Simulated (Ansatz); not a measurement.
Geometry relaxation of LiSi₈O₁₆ (part 2 of 2)

LiSi₈O₁₆ (defect cell, 25 atoms in the cell); DFT PBE, scalar-relativistic, plane waves, PAW, PAW set soft_1, spin-polarised (Ansatz 0.2.0); cutoff 420 eV, 2×2×2 k-mesh, Gaussian smearing of 0.05 eV, collinear spins. The structure derives from an entry of the Crystallography Open Database. It belongs to a series of runs on one base structure; here: end point A relaxed.

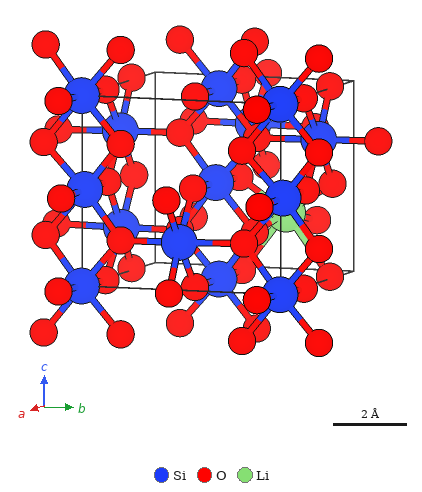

Figure 1. The geometry at step 4 of the log (ball-and-stick view of the cell of the calculation, seen slightly off an axis; bonded neighbours outside the cell are drawn too).

What the program printed, continued:
```
relax step   7: F+E_penalty+E_count = -14386.48236651 eV  Δ(F+E_penalty+E_count) = -1.230e-3 eV  max|allowed force component| = 1.213e-2 eV/Å  Δτ_max = 0.0120 Å  (7 SCF iters, accepted)
Magnetization: 0.0000 μB (65.5000 up, 65.5000 down)
Absolute magnetization: 0.0000 μB (∫|ρ↑−ρ↓|, with the PAW one-centre terms)
Spin contamination: 0.0000 ħ² per cell (⟨S²⟩ above its minimum at these occupations)
Per-site moments (μB) at R_I (Å): [(5.3836464388725306e-8, 0.7163518832114222), (1.0598876764070722e-8, 0.7069155596645522), (1.570209046091031e-7, 0.7271539209183572), (2.4818146474881367e-8, 0.7069155596645522), (-9.245336475140418e-9, 0.7080560156836856), (8.933770770710167e-9, 0.6918429439787943), (5.856906899524396e-8, 0.7164323507168748), (1.840018059703074e-9, 0.7200494311714188), (-1.1544667615973112e-7, 0.7271203960351751), (5.15850054187511e-9, 0.7162654550242248), (5.370467635987278e-9, 0.708093139678705), (-2.7337014760956527e-9, 0.7179316403564755), (-1.1301018758603631e-8, 0.7162654550242248), (1.8858745935683536e-8, 0.7067693670175557), (2.57947828350494e-10, 0.7082450825684677), (1.0419868683826623e-8, 0.6918286218283664), (1.466121894197122e-7, 0.7268902797041565), (3.128602244256536e-9, 0.7067693670175557), (-6.5859768029218e-9, 0.7163872248137209), (1.6468372898060546e-8, 0.7198359078142492), (1.4533617612282327e-8, 0.7082897999516564), (-1.958855245640302e-8, 0.7179586417199135), (-1.2559398902553467e-7, 0.7268473723228731), (-5.758797147544791e-9, 0.7163518832114222), (-1.0599411772435574e-8, 0.6918286218283664)]
Free energy (F): -14386.482367 eV
Harris-Foulkes:  -14386.482367 eV  (|F-HF|=2.34e-9)
Internal energy: -14386.476944 eV  (E = F + TS)
E sigma→0 (E₀):  -14386.479655 eV
Entropy (-TS):   -0.005423 eV (-0.217 meV/atom)
Fermi energy:    18.321669 eV
--- Per-component energies (eV) ---
  E_band       = 291.389147
  E_kinetic    = 3210.123727
  E_local      = -4734.102106  (includes V_loc(G=0)·N_el)
  E_nonlocal   = 991.799058
  E_hartree    = 1742.747413
  E_xc         = -1644.727883
  E_vxc        = -1910.099888  (∫ρ·V_xc dr)
  E_paw        = -6741.802364  (= ΣΔE_a)
  E_vpaw       = -751.839437  (= ΣTr[D̂ρ^β])
  E_aug_tail   = 0.013085  (compensation charges beyond the density's cutoff)
[...]
  E_ewald      = -7210.527872
  E_smearing   = -0.005423  (= −TS)
  E_closure    = -0.000000  (closes the sum)
  Σ components = -14386.482367   (vs F -14386.482367, Δ=0.00e0)
--- Forces (eV/Å), atoms counted from 1 ---
  atom   1  Si    -0.00488530     0.00464054    -0.00861710
  atom   2  Si    -0.00736068     0.00800566    -0.00090562
  atom   3  O     -0.00275709    -0.00485652     0.00541154
  atom   4  O     -0.00578200     0.00256614     0.00297975
  atom   5  O      0.00137568     0.00349772    -0.00058669
  atom   6  O      0.00334355     0.00113851     0.00427039
  atom   7  Si    -0.00265047     0.00012305     0.01042289
  atom   8  Si     0.00547750     0.00310885     0.00110333
  atom   9  O     -0.00228130    -0.01213180    -0.00477624
  atom  10  O     -0.00833937     0.00869474    -0.00589742
  atom  11  O      0.00102923     0.00223695     0.00001336
  atom  12  O      0.00250144     0.00237812    -0.00459497
  atom  13  Si     0.00429916    -0.00206741    -0.00612722
  atom  14  Si     0.00430197    -0.00970563    -0.00067760
  atom  15  O     -0.00047213    -0.00309474     0.00274967
  atom  16  O     -0.00221774    -0.00151678     0.00515188
  atom  17  O      0.00214465     0.00473871     0.00715590
  atom  18  O      0.00502185    -0.00467614     0.00252906
  atom  19  Si     0.00389778     0.00116847     0.00788466
  atom  20  Si    -0.00356069    -0.00211818     0.00133547
  atom  21  O      0.00015664    -0.00182878    -0.00297739
  atom  22  O     -0.00243697    -0.00304655    -0.00568764
  atom  23  O      0.00189599     0.01150314    -0.00654259
  atom  24  O      0.00741496    -0.00936125    -0.00461631
  atom  25  Li    -0.00015352     0.00059385     0.00095388
  max |Σ_I F_I| component: 4.50e-5 eV/Å
--- Relaxed structure (7 steps of the walk, 7 accepted, 0 SCFs on fresh bases) ---
  F+E_penalty+E_count = -14386.48236651 eV   max|allowed force component| = 1.213e-2 eV/Å
  atoms:
    - { symbol: Si, position: [0.506029132505729, 0.4972555613797863, 0.0008270235280701066] }
    - { symbol: Si, position: [-0.01714342132958452, 0.4848549726782965, 0.2545886679376263] }
    - { symbol: O, position: [0.1964804597681151, 0.5136202055277463, 0.0122600613253892] }
    - { symbol: O, position: [0.0032125884403490096, 0.1924127561575943, 0.25455066559262646] }
    - { symbol: O, position: [0.8050303562278343, 0.4860856076841049, -0.0029596241405057764] }
    - { symbol: O, position: [-0.03134435898778348, 0.8071890433813933, 0.25456959685847336] }
    - { symbol: Si, position: [0.5060061377743572, 0.49719347904321015, 0.508343719173724] }
    - { symbol: Si, position: [0.006308256320783773, 0.5025560851053971, 0.7545954587016022] }
    - { symbol: O, position: [0.19644362489194317, 0.5135261059613883, 0.49691270639400537] }
    - { symbol: O, position: [0.01564934101202614, 0.19743234069909657, 0.7546497374001376] }
    - { symbol: O, position: [0.8050118778052819, 0.4860516630587166, 0.5121429774615961] }
    - { symbol: O, position: [-0.008038210954990799, 0.8059088664827917, 0.754601617571141] }
    - { symbol: Si, position: [-0.006448459554233557, 0.0027908786095678564, 0.0007650697704396092] }
    - { symbol: Si, position: [0.5167632971145733, 0.015221546603682856, 0.2545826186922174] }
    - { symbol: O, position: [0.6945548414644327, 0.01394106664265704, -0.0031030558315536657] }
    - { symbol: O, position: [0.5309323616161787, 0.6928078641987845, 0.2545616874267057] }
    - { symbol: O, position: [0.30306901130225883, -0.013570112366569326, 0.012073671732750101] }
    - { symbol: O, position: [0.49632108997741775, 0.30759697849319245, 0.25454922390284107] }
    - { symbol: Si, position: [-0.006422025802679257, 0.0028394232525153903, 0.5084108561928801] }
    - { symbol: Si, position: [0.49327096751307903, -0.0025253388085225703, 0.7545902436132644] }
    - { symbol: O, position: [0.6945734874994667, 0.01396994082836428, 0.5122785147306625] }
    - { symbol: O, position: [0.5075817470273862, 0.6940955546727525, 0.7546060051065513] }
    - { symbol: O, position: [0.30310454402107445, -0.013485925232804424, 0.49709586414090134] }
    - { symbol: O, position: [0.48388803114842593, 0.30263801426609627, 0.7546408899048292] }
    - { symbol: Li, position: [0.24981592319855772, 0.75009132168076, 0.2545475028136249] }
```

Trajectory as extended XYZ (Å, eV, eV/Å), 7 frames, from step=1 to step=7:
```
25
Lattice="-4.1337 -4.1337 0.0000 4.1337 -4.1337 0.0000 0.0000 0.0000 5.3034" Properties=species:S:1:pos:R:3:forces:R:3 step=1 energy=-14385.51727
Si    0.0000   -4.1337    0.0000   -0.8832   0.3539  -0.7689
Si    2.0669   -2.0669    1.3258   -0.1297   3.3735  -1.1446
O     1.2637   -2.8700    0.0000   -0.0847  -0.4843   0.1701
O     0.8032   -0.8032    1.3258   -0.1654  -0.0673   0.1490
O    -1.2637   -5.3974    0.0000    0.3068   0.0312   0.1699
O     3.3305   -3.3305    1.3258    1.0910   1.0109  -0.5750
Si    0.0000   -4.1337    2.6517   -2.8841  -0.0919   1.1284
Si    2.0669   -2.0669    3.9775    0.3822   0.8208   0.7137
O     1.2637   -2.8700    2.6517   -0.5989   0.2322   0.2492
O     0.8032   -0.8032    3.9775    0.0114  -0.2797  -0.1625
O    -1.2637   -5.3974    2.6517    0.1184  -0.1257  -0.1522
O     3.3305   -3.3305    3.9775   -0.4070   0.0619  -0.1490
Si    0.0000    0.0000    0.0000    0.9090  -0.3465  -0.8034
Si   -2.0669   -2.0669    1.3258    0.0730  -3.1469  -1.0652
O    -2.8700   -2.8700    0.0000   -0.2705  -0.0023   0.1715
O     0.8032   -4.9369    1.3258   -0.4970  -0.6707  -0.2467
O    -1.2637   -1.2637    0.0000    0.0632   0.4526   0.1902
O    -0.8032   -3.3305    1.3258    0.1527   0.0803   0.1489
Si    0.0000    0.0000    2.6517    3.1113   0.0654   1.2334
Si   -2.0669   -2.0669    3.9775   -0.3868  -0.8155   0.6954
O    -2.8700   -2.8700    2.6517   -0.0949   0.1459  -0.1592
O     0.8032   -4.9369    3.9775    0.3993  -0.0646  -0.1666
O    -1.2637   -1.2637    2.6517    0.5263  -0.2339   0.1892
O    -0.8032   -3.3305    3.9775   -0.0185   0.2887  -0.1639
Li    2.0910   -4.1136    1.9341   -0.7241  -0.5877   0.3485
25
Lattice="-4.1337 -4.1337 0.0000 4.1337 -4.1337 0.0000 0.0000 0.0000 5.3034" Properties=species:S:1:pos:R:3:forces:R:3 step=2 energy=-14385.93716
Si   -0.0048   -4.1303   -0.0056   -0.4126   0.1809  -0.4327
Si    2.0668   -2.0383    1.3189   -0.1387   2.3310  -0.7512
O     1.2681   -2.8727    0.0047   -0.0658  -0.3415   0.1480
O     0.8066   -0.7933    1.3233    0.0056  -0.1908   0.0360
O    -1.2561   -5.3896   -0.0039    0.0923  -0.0342   0.0463
O     3.3498   -3.3103    1.3260    0.6552   0.6212  -0.3533
Si   -0.0269   -4.1343    2.6590   -1.9788  -0.1174   0.7324
Si    2.0708   -2.0641    3.9828    0.2027   0.3671   0.3988
O     1.2487   -2.8586    2.6496   -0.3648   0.1314   0.1709
O     0.8100   -0.8129    3.9802   -0.0640  -0.0769  -0.0486
O    -1.2728   -5.3934    2.6544    0.1839   0.0192  -0.0256
O     3.3308   -3.3338    3.9732   -0.2793   0.0552  -0.1216
Si    0.0059   -0.0029   -0.0066    0.4181  -0.1765  -0.4387
Si   -2.0671   -2.0947    1.3193    0.1107  -2.1786  -0.6969
O    -2.8766   -2.8771   -0.0039   -0.0736   0.0522   0.0476
O     0.7857   -4.9561    1.3278   -0.2920  -0.4027  -0.1673
O    -1.2679   -1.2607    0.0051    0.0503   0.3192   0.1593
O    -0.8062   -3.3396    1.3239   -0.0066   0.1853   0.0385
Si    0.0275    0.0005    2.6587    2.1345   0.1096   0.7883
Si   -2.0703   -2.0694    3.9829   -0.2024  -0.3639   0.3870
O    -2.8604   -2.8738    2.6546   -0.1672  -0.0050  -0.0326
O     0.8032   -4.9336    3.9736    0.2762  -0.0563  -0.1374
O    -1.2497   -1.2751    2.6493    0.3375  -0.1212   0.1289
O    -0.8094   -3.3207    3.9807    0.0520   0.0868  -0.0592
Li    2.0854   -4.1179    1.9366   -0.4731  -0.3937   0.1828
25
Lattice="-4.1337 -4.1337 0.0000 4.1337 -4.1337 0.0000 0.0000 0.0000 5.3034" Properties=species:S:1:pos:R:3:forces:R:3 step=3 energy=-14386.30493
Si   -0.0048   -4.1327   -0.0145    0.3007  -0.1800   0.1360
Si    2.0604   -1.9744    1.3038   -0.0087   0.1608  -0.0036
O     1.2739   -2.8868    0.0181    0.0049   0.0244   0.0502
O     0.8193   -0.7797    1.3143   -0.0411   0.0145  -0.0845
O    -1.2540   -5.3815   -0.0186   -0.0320   0.0407  -0.1069
O     3.3844   -3.2657    1.3289    0.1341  -0.1333  -0.0468
Si   -0.0850   -4.1411    2.6744   -0.0955  -0.0545  -0.0096
Si    2.0686   -2.0676    3.9908   -0.1681  -0.3221  -0.1470
O     1.2152   -2.8391    2.6443    0.1260   0.0789   0.0656
O     0.8122   -0.8208    3.9925    0.0282   0.0076   0.0972
O    -1.2892   -5.3778    2.6656   -0.0328  -0.0203   0.1030
O     3.3237   -3.3355    3.9624    0.0437   0.0160  -0.0418
Si    0.0071    0.0003   -0.0153   -0.3221   0.1928   0.1613
Si   -2.0605   -2.1570    1.3046    0.0398  -0.1531   0.0054
O    -2.8773   -2.8838   -0.0182    0.0252  -0.0448  -0.1117
O     0.7532   -4.9991    1.3313   -0.0993   0.1523  -0.0379
O    -1.2733   -1.2464    0.0193    0.0043  -0.0150   0.0450
O    -0.8176   -3.3527    1.3152    0.0369  -0.0172  -0.0797
Si    0.0875    0.0079    2.6742    0.1067   0.0814  -0.0166
Si   -2.0667   -2.0652    3.9905    0.1696   0.3206  -0.1353
O    -2.8422   -2.8882    2.6656    0.0168   0.0087   0.0960
O     0.8110   -4.9315    3.9620   -0.0366  -0.0164  -0.0397
O    -1.2163   -1.2941    2.6430   -0.1043  -0.0657   0.0579
O    -0.8106   -3.3116    3.9922   -0.0290  -0.0144   0.0941
Li    2.0720   -4.1286    1.9381   -0.0675  -0.0620  -0.0507
25
Lattice="-4.1337 -4.1337 0.0000 4.1337 -4.1337 0.0000 0.0000 0.0000 5.3034" Properties=species:S:1:pos:R:3:forces:R:3 step=4 energy=-14386.32499
Si   -0.0009   -4.1924   -0.0070   -0.0986   0.5269  -0.0621
Si    2.0516   -1.9438    1.3200    0.0956   0.2033  -0.1317
O     1.2888   -2.9204    0.0416    0.0011  -0.1142   0.1491
O     0.8129   -0.7641    1.3108   -0.1214  -0.0617   0.1411
O    -1.2793   -5.3796   -0.0349   -0.1540  -0.1312   0.0755
O     3.4343   -3.2257    1.3592   -0.1025   0.0889  -0.2488
Si   -0.0821   -4.1598    2.6803   -0.1571   0.1273   0.2129
Si    2.0111   -2.0920    3.9912    0.4799   0.0115   0.0513
O     1.2317   -2.8743    2.6298    0.0832  -0.0472   0.1080
O     0.7777   -0.8389    4.0078   -0.1160   0.0570  -0.0462
O    -1.3269   -5.3532    2.7038   -0.0821  -0.1541  -0.1763
O     3.3337   -3.3138    3.9610   -0.1343   0.1107   0.0487
Si    0.0047    0.0599   -0.0085    0.0400  -0.5172  -0.0412
Si   -2.0493   -2.1882    1.3187   -0.0991  -0.2037  -0.1024
O    -2.8536   -2.8872   -0.0354    0.1702   0.1473   0.0676
O     0.6980   -5.0411    1.3568    0.2144  -0.0601  -0.1899
O    -1.2869   -1.2117    0.0407    0.0116   0.1225   0.1326
O    -0.8103   -3.3672    1.3086    0.1048   0.0562   0.1842
Si    0.0821    0.0264    2.6799    0.1905  -0.0888   0.2259
Si   -2.0107   -2.0400    3.9914   -0.4470  -0.0335   0.0493
O    -2.8047   -2.9133    2.7040    0.0859   0.1705  -0.1728
O     0.8022   -4.9517    3.9633    0.1351  -0.1194   0.0110
O    -1.2287   -1.2569    2.6328   -0.1153   0.0350   0.0763
O    -0.7743   -3.2932    4.0108    0.0918  -0.0513  -0.0927
Li    2.0697   -4.1309    1.7381   -0.0768  -0.0745  -0.2692
25
Lattice="-4.1337 -4.1337 0.0000 4.1337 -4.1337 0.0000 0.0000 0.0000 5.3034" Properties=species:S:1:pos:R:3:forces:R:3 step=5 energy=-14386.43200
Si   -0.0084   -4.1597   -0.0012   -0.2066   0.1114   0.0413
Si    2.0710   -1.9285    1.3264    0.0392  -0.1987   0.1339
O     1.3192   -2.9467    0.0669   -0.0731   0.1332  -0.1320
O     0.7884   -0.7988    1.3309    0.0215   0.0038   0.0641
O    -1.3007   -5.3542   -0.0311   -0.0274   0.0798   0.0338
O     3.4588   -3.2172    1.3398   -0.0025   0.1338   0.2314
Si   -0.0690   -4.1483    2.6940    0.2350   0.0134  -0.0868
Si    2.0405   -2.1126    3.9973    0.1087   0.1377  -0.0188
O     1.2899   -2.9172    2.6360   -0.1097  -0.0155  -0.0408
O     0.7576   -0.8732    4.0140   -0.0183   0.0100  -0.1337
O    -1.3242   -5.3466    2.7070    0.0086   0.0801   0.0164
O     3.3544   -3.3046    3.9844    0.0594   0.0170  -0.0225
Si    0.0099    0.0278   -0.0009    0.2253  -0.1224   0.0312
Si   -2.0678   -2.2046    1.3259   -0.0691   0.2030   0.1260
O    -2.8312   -2.9120   -0.0320    0.0403  -0.0648   0.0320
O     0.6759   -5.0495    1.3389   -0.0333  -0.1329   0.2387
O    -1.3164   -1.1849    0.0648    0.0566  -0.1486  -0.1247
O    -0.7866   -3.3330    1.3311   -0.0086  -0.0078   0.0440
Si    0.0700    0.0172    2.6946   -0.2070  -0.0428  -0.0774
Si   -2.0386   -2.0194    3.9966   -0.1142  -0.1239  -0.0023
O    -2.8071   -2.9191    2.7081   -0.0171  -0.0836   0.0075
O     0.7820   -4.9600    3.9837   -0.0698  -0.0141  -0.0150
O    -1.2867   -1.2137    2.6379    0.0956   0.0007  -0.0422
O    -0.7554   -3.2583    4.0132    0.0211  -0.0101  -0.1115
Li    2.0657   -4.1355    1.5382    0.0453   0.0415  -0.1924
25
Lattice="-4.1337 -4.1337 0.0000 4.1337 -4.1337 0.0000 0.0000 0.0000 5.3034" Properties=species:S:1:pos:R:3:forces:R:3 step=6 energy=-14386.48114
Si   -0.0320   -4.1472    0.0031   -0.0311  -0.0010   0.0433
Si    2.0766   -1.9302    1.3487   -0.0211  -0.0480   0.0162
O     1.3129   -2.9376    0.0664   -0.0037   0.0537  -0.0223
O     0.7819   -0.8075    1.3494    0.0026  -0.0074  -0.0009
O    -1.3166   -5.3369   -0.0184   -0.0106   0.0089   0.0159
O     3.4658   -3.2072    1.3503    0.0235   0.0251  -0.0070
Si   -0.0352   -4.1469    2.6967   -0.0150  -0.0007  -0.0449
Si    2.0496   -2.1031    4.0017    0.0103  -0.0224  -0.0141
O     1.3117   -2.9375    2.6337   -0.0060   0.0722   0.0217
O     0.7489   -0.8817    4.0019    0.0122  -0.0063   0.0035
O    -1.3180   -5.3367    2.7173   -0.0102   0.0090  -0.0126
O     3.3611   -3.2992    4.0007    0.0404   0.0108   0.0090
Si    0.0339    0.0151    0.0029    0.0329  -0.0020   0.0374
Si   -2.0748   -2.2027    1.3485    0.0197   0.0555   0.0203
O    -2.8156   -2.9287   -0.0191    0.0131  -0.0120   0.0118
O     0.6700   -5.0580    1.3500   -0.0297  -0.0303  -0.0049
O    -1.3111   -1.1944    0.0650    0.0096  -0.0535  -0.0135
O    -0.7799   -3.3245    1.3492   -0.0093   0.0102   0.0019
Si    0.0371    0.0148    2.6971    0.0160   0.0015  -0.0414
Si   -2.0478   -2.0291    4.0017   -0.0102   0.0258  -0.0159
O    -2.8139   -2.9291    2.7181    0.0110  -0.0099  -0.0107
O     0.7746   -4.9661    4.0006   -0.0422  -0.0123   0.0107
O    -1.3099   -1.1946    2.6351    0.0121  -0.0709   0.0144
O    -0.7468   -3.2503    4.0021   -0.0102   0.0034  -0.0018
Li    2.0685   -4.1336    1.3620   -0.0044   0.0005  -0.0162
25
Lattice="-4.1337 -4.1337 0.0000 4.1337 -4.1337 0.0000 0.0000 0.0000 5.3034" Properties=species:S:1:pos:R:3:forces:R:3 step=7 energy=-14386.48237
Si   -0.0363   -4.1473    0.0044   -0.0049   0.0046  -0.0086
Si    2.0751   -1.9334    1.3502   -0.0074   0.0080  -0.0009
O     1.3110   -2.9353    0.0650   -0.0028  -0.0049   0.0054
O     0.7821   -0.8087    1.3500   -0.0058   0.0026   0.0030
O    -1.3184   -5.3371   -0.0157    0.0014   0.0035  -0.0006
O     3.4662   -3.2071    1.3501    0.0033   0.0011   0.0043
Si   -0.0364   -4.1469    2.6959   -0.0027   0.0001   0.0104
Si    2.0513   -2.1035    4.0019    0.0055   0.0031   0.0011
O     1.3107   -2.9348    2.6353   -0.0023  -0.0121  -0.0048
O     0.7514   -0.8808    4.0022   -0.0083   0.0087  -0.0059
O    -1.3185   -5.3369    2.7161    0.0010   0.0022   0.0000
O     3.3646   -3.2982    4.0020    0.0025   0.0024  -0.0046
Si    0.0382    0.0151    0.0041    0.0043  -0.0021  -0.0061
Si   -2.0732   -2.1991    1.3502    0.0043  -0.0097  -0.0007
O    -2.8135   -2.9287   -0.0165   -0.0005  -0.0031   0.0027
O     0.6691   -5.0586    1.3500   -0.0022  -0.0015   0.0052
O    -1.3089   -1.1967    0.0640    0.0021   0.0047   0.0072
O    -0.7801   -3.3232    1.3500    0.0050  -0.0047   0.0025
Si    0.0383    0.0148    2.6963    0.0039   0.0012   0.0079
Si   -2.0495   -2.0286    4.0019   -0.0036  -0.0021   0.0013
O    -2.8134   -2.9289    2.7168    0.0002  -0.0018  -0.0030
O     0.7710   -4.9674    4.0020   -0.0024  -0.0030  -0.0057
O    -1.3087   -1.1972    2.6363    0.0019   0.0115  -0.0065
O    -0.7492   -3.2513    4.0022    0.0074  -0.0094  -0.0046
Li    2.0680   -4.1333    1.3500   -0.0002   0.0006   0.0010
```

Results in brief:

- outcome: converged
- electrons treated: 131
- free energy: −14386.4824 eV
- Fermi energy: 18.322 eV
- net moment of the cell: 0.00 μB
- integrated absolute moment: 0.00 μB
- final volume: 181.24 Å³
- largest force (length of the vector) at the end: 0.013 eV/Å
- hardware: 2 threads of Arm Neoverse V2, 24 GiB of memory available, shared host
- wall time: 80 s (CPU time 2.6 min)
- peak memory: 0.59 GiB

Notes:

The electronic state found may not be the lowest one. Notes on the run: a screening estimate came out negative during mixing; some starting moments were not kept. The k-point mesh is coarse for a cell of this size, so the results may not be converged.
